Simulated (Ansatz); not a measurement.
**ZnBr2 (138 atoms) in the fluid state**

Wanted: pair distributions and atomic motion in ZnBr2 (138 atoms) at high temperature.

Method: Kohn-Sham DFT, PBE+D3(BJ), PAW (set soft_2), plane waves, in Ansatz 0.2.0.

## 1. Set-up

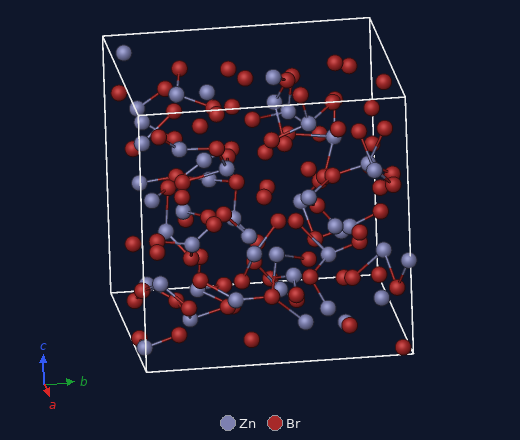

The cell as given, slightly off an axis (zinc blue, bromine red). Bonds to atoms that aren't drawn are left out.

The cell holds 138 atoms: 46 Zn and 92 Br. Its edges and angles: a = 17.097 Å, b = 17.097 Å, c = 17.097 Å, α = 90.0°, β = 90.0°, γ = 90.0°. 138 atoms (46 Zn, 92 Br) packed at random in a cube at 3.44 g/cm³ and pushed apart as soft spheres, cations and anions kept from their own kind; a start for melting by ab initio MD, not an equilibrated structure. The density is the measured one of the melt at 700 K (3.4417 g/cm³).

Limits known from the start: Sampling is at Γ alone, for a cell whose shortest periodic width is 17 Å.

## 2. Single point at the start

The forces at the start show how far the geometry lies from a minimum of this functional.

Input file input.yaml:

```yaml
crystal:
  lattice:
    - [17.0973, 0.0, 0.0]
    - [0.0, 17.0973, 0.0]
    - [0.0, 0.0, 17.0973]
  atoms:
    - { symbol: Zn, position: [0.42102, 0.16173, 0.3578] }
    - { symbol: Zn, position: [0.8627, 0.01366, 0.05188] }
    - { symbol: Zn, position: [0.98043, 0.99667, 0.35821] }
    - { symbol: Zn, position: [0.36669, 0.22444, 0.86963] }
    - { symbol: Zn, position: [0.39977, 0.76905, 0.21789] }
    - { symbol: Zn, position: [0.73384, 0.29291, 0.98653] }
    - { symbol: Zn, position: [0.39593, 0.31551, 0.61572] }
    - { symbol: Zn, position: [0.12093, 0.10558, 0.45745] }
    - { symbol: Zn, position: [0.58636, 0.93949, 0.09417] }
    - { symbol: Zn, position: [0.92149, 0.35301, 0.23177] }
    - { symbol: Zn, position: [0.56238, 0.45351, 0.36221] }
    - { symbol: Zn, position: [0.34629, 0.80976, 0.65703] }
    - { symbol: Zn, position: [0.96425, 0.50496, 0.41182] }
    - { symbol: Zn, position: [0.13863, 0.66827, 0.06287] }
    - { symbol: Zn, position: [0.08261, 0.37061, 0.43975] }
    - { symbol: Zn, position: [0.63728, 0.55418, 0.99667] }
    - { symbol: Zn, position: [0.74514, 0.93314, 0.3302] }
    - { symbol: Zn, position: [0.21516, 0.25382, 0.36605] }
    - { symbol: Zn, position: [0.693, 0.89256, 0.65317] }
    - { symbol: Zn, position: [0.80554, 0.17365, 0.79447] }
    - { symbol: Zn, position: [0.93386, 0.88476, 0.70213] }
    - { symbol: Zn, position: [0.37041, 0.58693, 0.08604] }
    - { symbol: Zn, position: [0.53465, 0.09872, 0.51724] }
    - { symbol: Zn, position: [0.21627, 0.87458, 0.26263] }
    - { symbol: Zn, position: [0.65144, 0.10604, 0.22842] }
    - { symbol: Zn, position: [0.7228, 0.35895, 0.68086] }
    - { symbol: Zn, position: [0.61773, 0.05855, 0.76837] }
    - { symbol: Zn, position: [0.06395, 0.0696, 0.9489] }
    - { symbol: Zn, position: [0.30954, 0.09772, 0.1209] }
    - { symbol: Zn, position: [0.76933, 0.77921, 0.06792] }
    - { symbol: Zn, position: [0.7597, 0.66534, 0.84629] }
    - { symbol: Zn, position: [0.41886, 0.58255, 0.82972] }
    [... 100 atom lines left out ...]
    - { symbol: Br, position: [0.35788, 0.32933, 0.38215] }
    - { symbol: Br, position: [0.75784, 0.52528, 0.79164] }
    - { symbol: Br, position: [0.41463, 0.81409, 0.96529] }
    - { symbol: Br, position: [0.49812, 0.68541, 0.16716] }
    - { symbol: Br, position: [0.32123, 0.64074, 0.67284] }
    - { symbol: Br, position: [0.01174, 0.59261, 0.50828] }
kpoints:
  mp_grid: { grid: [1, 1, 1] }
hamiltonian:
  xc: pbe
  dispersion: d3bj
scf:
  occupations: { method: fermi_dirac, width: 0.09 }
output:
  forces: true
```

Run with:

```sh
$ ansatz run input.yaml --threads 32 --pin off --max-ram 143360MiB --backend cuda --events-out ev --progress --plain --runs-dir out
```

Numbers of over 12 decimals in the logs are rounded to 6 here.

The program printed:

```text
Engine: ansatz 0.2.0, aarch64-unknown-linux-gnu
Pseudopotentials: kind: paw
Pseudopotential: Zn, paw, valence charge 12, recommended cutoff 420 eV (normal), Zn.paw.azcp
Pseudopotential: Br, paw, valence charge 7, recommended cutoff 420 eV (normal), Br.paw.azcp
[... 5 lines on functional and potentials left out ...]
device memory: the entry about to start is reckoned to put 11.1 GiB on a device that reports 182.5 GiB free
GPU FFT provider: cuFFT
GPU libraries: cuBLAS 13.8.1, cuFFT 12.4.0, cuSOLVER 12.3.2
GPU matrix products: emulated (plane waves: as basis.precision tells), large ones in fixed point in workspaces of 1.00 GiB
Crystal: 138 atoms, lattice volume = 4997.843 Å³
Basis set: ecut = 420 eV, 97569 PW (Γ), exchange–correlation on 240×240×240 points (8 copies of the dense FFT grid, shifted against one another)
Bands: 736, of which v1, the nominal top of the filled ones, is band 598 counted from 1 (597 counted from 0)
Symmetry: 1 space group operations
Space group: P1 (ITA 1), of the structure as read, at distance tolerance 1.7e-4 Å
k-points: 1
[... 5 lines on functional and potentials left out ...]
Initial density: superposition of atomic densities (neutral atoms: chi_scale 0, normalization atom), corrected by the library's trained network
Initial wavefunctions: pseudopotential atomic-orbital guess
GPU buffer pool allocated for 1728000 grid points (all kernels)
GPU transforms: local potential and band sums: pruned to the plane-wave sphere, on 120×120×120
Functional: x = pbe(κ = 0.804, μ = 0.219515), c = pbe(β = 0.066725)
SCF iter   1: F=—  HF=-408777.503653 eV  |F-HF|=—  |Δ(HF+E_count)|=         —  Δρ=3.81e-3  dr2=4.73e0  ethr=1.77e-3  ⟨swp⟩=6.0  Hψ=3095  notcnv=0  defer=86
preconditioner: auto → LDOS  [metal: Δε(μ)=0.042 eV  Ē_g=9.433 eV  σ=0.090 eV  W_gap=0.12  n_scr=846 (ndim 8)  ℏωp=18.2 eV  f_vac=0.109  D(μ)=73.40/eV (n_scr^D=364)  β→1.0]
SCF iter   2: F=—  HF=-408777.463823 eV  |F-HF|=—  |Δ(HF+E_count)|=   3.98e-2  Δρ=2.90e-3  dr2=2.75e0  ethr=3.96e-4  ⟨swp⟩=2.0  Hψ=1191  notcnv=0  defer=86
SCF iter   3: F=—  HF=-408777.251272 eV  |F-HF|=—  |Δ(HF+E_count)|=   2.13e-1  Δρ=8.76e-4  dr2=1.92e-1  ethr=2.30e-4  ⟨swp⟩=2.0  Hψ=998  notcnv=0  defer=86
SCF iter   4: F=—  HF=-408777.239144 eV  |F-HF|=—  |Δ(HF+E_count)|=   1.21e-2  Δρ=3.76e-4  dr2=2.46e-2  ethr=1.60e-5  ⟨swp⟩=1.0  Hψ=847  notcnv=0  defer=86
SCF iter   5: F=—  HF=-408777.235911 eV  |F-HF|=—  |Δ(HF+E_count)|=   3.23e-3  Δρ=2.29e-4  dr2=8.66e-3  ethr=2.06e-6  ⟨swp⟩=2.0  Hψ=1149  notcnv=0  defer=86
SCF iter   6: F=—  HF=-408777.233870 eV  |F-HF|=—  |Δ(HF+E_count)|=   2.04e-3  Δρ=1.43e-4  dr2=2.70e-3  ethr=7.24e-7  ⟨swp⟩=2.0  Hψ=1064  notcnv=0  defer=86
SCF iter   7: F=—  HF=-408777.236949 eV  |F-HF|=—  |Δ(HF+E_count)|=   3.08e-3  Δρ=6.72e-5  dr2=5.61e-4  ethr=2.26e-7  ⟨swp⟩=2.0  Hψ=1119  notcnv=0  defer=86
SCF iter   8: F=—  HF=-408777.236719 eV  |F-HF|=—  |Δ(HF+E_count)|=   2.31e-4  Δρ=3.16e-5  dr2=1.51e-4  ethr=4.69e-8  ⟨swp⟩=3.0  Hψ=923  notcnv=0  defer=86
SCF iter   9: F=—  HF=-408777.236708 eV  |F-HF|=—  |Δ(HF+E_count)|=   1.08e-5  Δρ=1.64e-5  dr2=4.12e-5  ethr=1.26e-8  ⟨swp⟩=2.0  Hψ=1117  notcnv=0  defer=86
SCF iter  10: F=—  HF=-408777.236704 eV  |F-HF|=—  |Δ(HF+E_count)|=   3.64e-6  Δρ=9.49e-6  dr2=9.78e-6  ethr=3.44e-9  ⟨swp⟩=2.0  Hψ=930  notcnv=0  defer=86
SCF iter  11: F=—  HF=-408777.236703 eV  |F-HF|=—  |Δ(HF+E_count)|=   1.08e-6  Δρ=4.41e-6  dr2=2.68e-6  ethr=8.18e-10  ⟨swp⟩=3.0  Hψ=951  notcnv=0  defer=86
SCF iter  12: F=-408777.236702 eV  HF=-408777.236703 eV  |F-HF|=6.02e-7  |Δ(HF+E_count)|=   1.48e-7  Δρ=2.24e-6  dr2=7.39e-7  ethr=8.36e-11  ⟨swp⟩=4.0  Hψ=2208  notcnv=0
WARN: dispersion: an atom stands within reach of a switch of its C6 between two reference coordination numbers of its element: through that C6 alone, e_disp changes by 0.025 eV or more while the distances to its neighbours run over a stretch of 0.05 Å that contains this geometry (sites counted from 0 in the run's list of atoms or, [...]
SCF 1 converged in 12 iterations: F = -408777.236702 eV  dr2 = 7.39e-7
  greatest PAW one-centre occupation: 0.988 electrons in one spin orbital (limit 2), on the Zn atom at site 25 (counted from 0), in its partial waves of l = 2
SCF converged after 12 iterations
Free energy (F): -408777.236702 eV
Harris-Foulkes:  -408777.236703 eV  (|F-HF|=6.02e-7)
Internal energy: -408774.918277 eV  (E = F + TS)
E sigma→0 (E₀):  -408776.077490 eV
Entropy (-TS):   -2.318426 eV (-16.800 meV/atom)
Fermi energy:    1.487473 eV
--- Per-component energies (eV) ---
  E_band       = -5268.579318
  E_kinetic    = 18013.843430
  E_local      = -136330.184159  (includes V_loc(G=0)·N_el)
  E_nonlocal   = 34835.973713
  E_hartree    = 54699.177772
  E_xc         = -30390.465922
  E_vxc        = -11580.077053  (∫ρ·V_xc dr)
  E_paw        = -290938.360132  (= ΣΔE_a)
  E_vpaw       = -19606.476956  (= ΣTr[D̂ρ^β])
  E_aug_tail   = -0.016534  (compensation charges beyond the density's cutoff)
  E_ewald      = -58639.427447
  E_disp       = -25.459000  (pairwise vdW)
  E_smearing   = -2.318426  (= −TS)
  E_closure    = -0.000000  (closes the sum)
  Σ components = -408777.236702   (vs F -408777.236702, Δ=0.00e0)
--- Forces (eV/Å), atoms counted from 1 ---
[... 138 lines of forces left out ...]
  max |Σ_I F_I| component: 2.34e-4 eV/Å
```

It took 2.2 s on 1 × NVIDIA GB200 with 32 threads of Arm Neoverse V2, shared host; peak memory 1.9 GiB; 6.9 s of CPU time.

Reading the cycles: dr2 is the Hartree energy of the density residual (eV), the measure of convergence; HF is the Harris–Foulkes estimate of the energy, which meets the free energy F at convergence.

That memory is the host's; the program planned up to 11.1 GiB on the GPU. Forces of this run were stored rounded, and per-atom blocks of the log weren't kept.

The program notes that the dispersion model switches parameters near this geometry.

The run gave:

| Quantity | Value |
| --- | --- |
| free energy | -408777.2367 eV |
| free energy per atom | -2962.1539 eV/atom |
| SCF cycles | 12 |
| r.m.s. force component | 0.5757 eV/Å |
| longest force | 2.17 eV/Å |
| Fermi energy | 1.487 eV |

The r.m.s. force component of 0.58 eV/Å sets the starting point.

Length of the force by element:

```tsv
element	coordination	atoms	mean length of the force (eV/Å)	spread	least	most
Br	all	92	0.817	0.379	0.212	1.92
Zn	all	46	1.06	0.483	0.183	2.17
```

## 3. Melting at 1050 K

The random start is held at a high temperature, to make it forget its packing.

Edit input.yaml of step 2 so:

```diff
@@ -16 +16,8 @@
   forces: true
+md:
+  timestep: 3
+  n_steps: 230
+  ensemble: nvt_langevin
+  temperature: 1050
+  initial_velocities: maxwell_boltzmann
+  seed: 6143
```

The program printed:

```text
Warning: md: disabling space-group detection — thermal motion breaks the input geometry's symmetry, so no spatial operation reduces the k-mesh or symmetrises the density; time reversal is kept, so that k and −k are solved as one point where they differ and the mesh holds both, and exact exchange and, on two spinor components, a DFT+U term hold to it where the run has them: [...]
[...]
Crystal: 138 atoms, lattice volume = 4997.843 Å³
Basis set: ecut = 420 eV, 97569 PW (Γ), exchange–correlation on 240×240×240 points (8 copies of the dense FFT grid, shifted against one another)
Bands: 736, of which v1, the nominal top of the filled ones, is band 598 counted from 1 (597 counted from 0)
Symmetry: 1 space group operations
k-points: 1
[...]
SCF iter   1: F=—  HF=-408777.503662 eV  |F-HF|=—  |Δ(HF+E_count)|=         —  Δρ=3.81e-3  dr2=4.73e0  ethr=1.77e-3  ⟨swp⟩=6.0  Hψ=3095  notcnv=0  defer=86
[...]
SCF iter   2: F=—  HF=-408777.463826 eV  |F-HF|=—  |Δ(HF+E_count)|=   3.98e-2  Δρ=2.90e-3  dr2=2.75e0  ethr=3.96e-4  ⟨swp⟩=2.0  Hψ=1191  notcnv=0  defer=86
[...]
SCF iter  14: F=-408777.236703 eV  HF=-408777.236703 eV  |F-HF|=7.33e-8  |Δ(HF+E_count)|=   1.25e-8  Δρ=7.52e-7  dr2=7.92e-8  ethr=8.36e-12  ⟨swp⟩=4.0  Hψ=2198  notcnv=0
[...]
SCF 1 converged in 14 iterations: F = -408777.236703 eV  dr2 = 7.92e-8
[...]
md step     0: t =     0.00 fs  T =  1042.4 K  F+E_penalty+E_count = -408777.23670298 eV  E_kin = 18.594051 eV  (14 SCF iters)
[... from here on, the SCF cycles and remarks between the steps are left out ...]
md step    15: t =    45.00 fs  T =  1481.6 K  F+E_penalty+E_count = -408786.46523863 eV  E_kin = 26.428618 eV  (10 SCF iters)
md step    36: t =   108.00 fs  T =  1579.9 K  F+E_penalty+E_count = -408802.03097785 eV  E_kin = 28.181953 eV  (12 SCF iters, 3 dispersion substeps)
md step    57: t =   171.00 fs  T =  1567.4 K  F+E_penalty+E_count = -408812.34199706 eV  E_kin = 27.959928 eV  (11 SCF iters, 3 dispersion substeps)
md step    78: t =   234.00 fs  T =  1458.4 K  F+E_penalty+E_count = -408817.77902344 eV  E_kin = 26.015653 eV  (10 SCF iters, 3 dispersion substeps)
md step    99: t =   297.00 fs  T =  1361.4 K  F+E_penalty+E_count = -408822.33880567 eV  E_kin = 24.284962 eV  (11 SCF iters)
md step   120: t =   360.00 fs  T =  1243.0 K  F+E_penalty+E_count = -408826.62181078 eV  E_kin = 22.171809 eV  (16 SCF iters)
md step   141: t =   423.00 fs  T =  1290.3 K  F+E_penalty+E_count = -408829.77301012 eV  E_kin = 23.015617 eV  (11 SCF iters, 3 dispersion substeps)
md step   162: t =   486.00 fs  T =  1242.0 K  F+E_penalty+E_count = -408832.19254250 eV  E_kin = 22.154973 eV  (11 SCF iters)
md step   183: t =   549.00 fs  T =  1320.3 K  F+E_penalty+E_count = -408837.09814857 eV  E_kin = 23.550676 eV  (10 SCF iters)
md step   204: t =   612.00 fs  T =  1129.5 K  F+E_penalty+E_count = -408836.18654159 eV  E_kin = 20.148279 eV  (10 SCF iters)
md step   219: t =   657.00 fs  T =   957.3 K  F+E_penalty+E_count = -408836.06022487 eV  E_kin = 17.076225 eV  (9 SCF iters)
md step   222: t =   666.00 fs  T =  1060.1 K  F+E_penalty+E_count = -408836.84474788 eV  E_kin = 18.910653 eV  (8 SCF iters)
md step   225: t =   675.00 fs  T =  1158.7 K  F+E_penalty+E_count = -408837.53677190 eV  E_kin = 20.667938 eV  (10 SCF iters)
md step   228: t =   684.00 fs  T =  1165.7 K  F+E_penalty+E_count = -408837.80554848 eV  E_kin = 20.792841 eV  (9 SCF iters)
md step   229: t =   687.00 fs  T =  1147.8 K  F+E_penalty+E_count = -408837.82121625 eV  E_kin = 20.475193 eV  (11 SCF iters)
md step   230: t =   690.00 fs  T =  1150.8 K  F+E_penalty+E_count = -408837.74874770 eV  E_kin = 20.527167 eV  (14 SCF iters)
SCF converged after 14 iterations
Free energy (F): -408837.748748 eV
[...]
Internal energy: -408837.223363 eV  (E = F + TS)
E sigma→0 (E₀):  -408837.486055 eV
Entropy (-TS):   -0.525384 eV (-3.807 meV/atom)
Fermi energy:    1.343060 eV
[...]
--- Forces (eV/Å), atoms counted from 1 ---
[... 138 lines of forces left out ...]
  max |Σ_I F_I| component: 8.70e-5 eV/Å
--- MD trajectory: 230 steps, t = 0.0 → 690.0 fs ---
  final state: T = 1150.8 K   F+E_penalty+E_count = -408837.74874770 eV   E_kin = 20.527167 eV
```

Wall time 4.4 min (1 × NVIDIA GB200 with 32 threads); peak memory 2 GiB; 14 min of CPU time.

That memory is the host's.

The program notes that it switched symmetry off.

The trajectory, sampled:

```tsv
time (fs)	T (K)	potential (meV/atom)
0.0	1042	0.0
45.0	1482	-66.9
99.0	1543	-166.3
144.0	1617	-229.3
189.0	1416	-252.6
234.0	1458	-293.8
288.0	1382	-320.9
333.0	1496	-346.2
369.0	1261	-367.8
414.0	1253	-377.6
468.0	1296	-397.7
513.0	1196	-399.3
549.0	1320	-433.8
594.0	1131	-421.0
648.0	996	-423.7
690.0	1151	-438.5
```

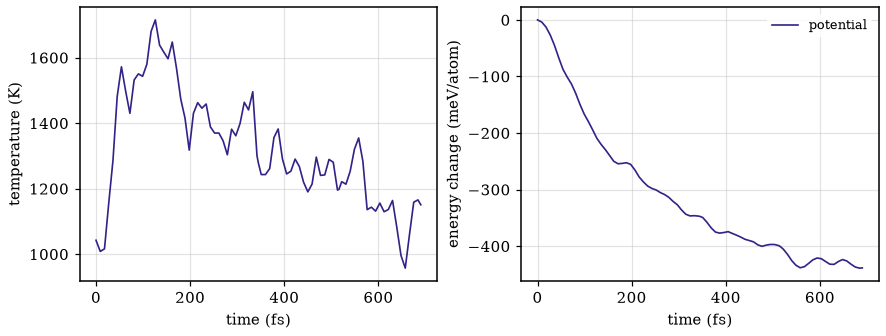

Temperature and energies against time.

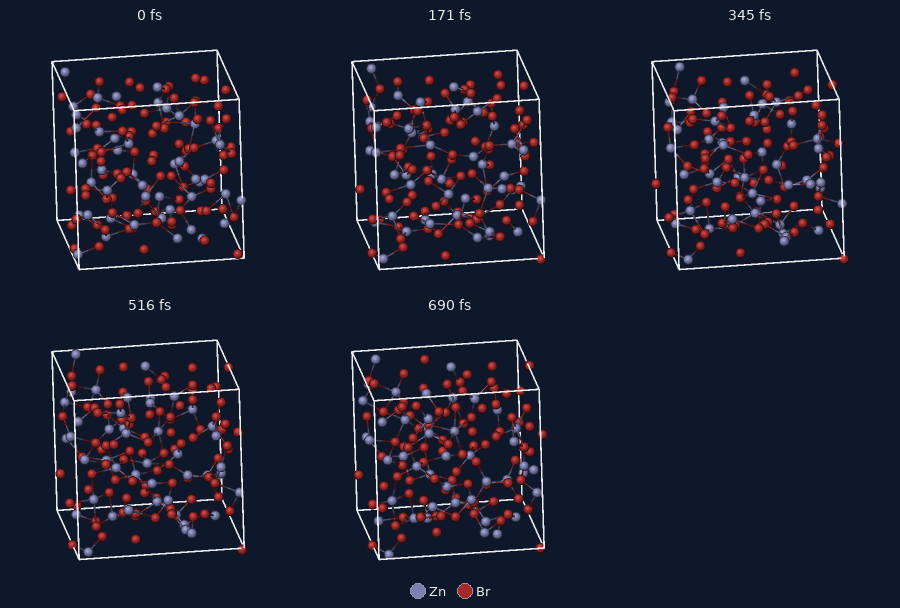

5 frames of the run. Bonds to atoms that aren't drawn are left out.

Mean square displacement from the first frame to the last: Zn 3.3 Å², Br 2.0 Å².

The mean square displacement by time lag:

```tsv
time lag (fs)	Br (Å²)	Zn (Å²)
3	3.6e-4	4.6e-4
15	0.00873	0.0111
45	0.0689	0.0853
60	0.113	0.138
87	0.204	0.243
102	0.257	0.305
117	0.311	0.370
144	0.408	0.492
159	0.460	0.561
186	0.551	0.685
201	0.599	0.754
231	0.694	0.888
243	0.731	0.940
258	0.776	1.01
288	0.863	1.14
300	0.896	1.20
330	0.977	1.34
345	1.02	1.41
```

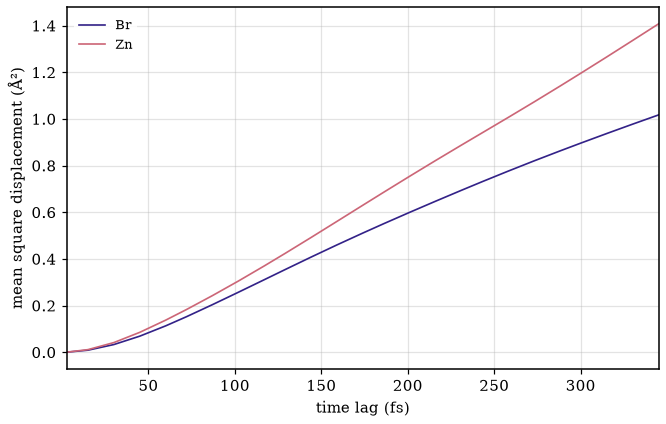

Mean square displacement, plotted against time lag.

Over the second half of 690 fs the temperature averages 1209 K, falling from about 1283 to 1100 K (means over the first and last quarter of that half). From first frame to last Zn has the largest mean square displacement, 3.3 Å² at the end; the farthest move is 3.93 Å. By the end of the lags followed (0.34 ps), the least mobile element has a mean square displacement of 1.0 Å², too little over such short lags to show that the memory of the start is lost. The mean temperature of 1209 K lies well off the 1050 K of the input, so the thermostat hasn't yet brought the run to equilibrium. The run spans 0.69 ps, too short for its means to be equilibrium values.

[end of part 1 of 5]

[Logs are printed without paths, hosts, clocks, repeated set-up lines and the standing remarks that a program may print on its own settings, such as how far it seeks lower states.]

[Hosts, paths, dates, database ids (printed as entryN), source tags and the programs' standing remarks are cut or masked in the printed files.]
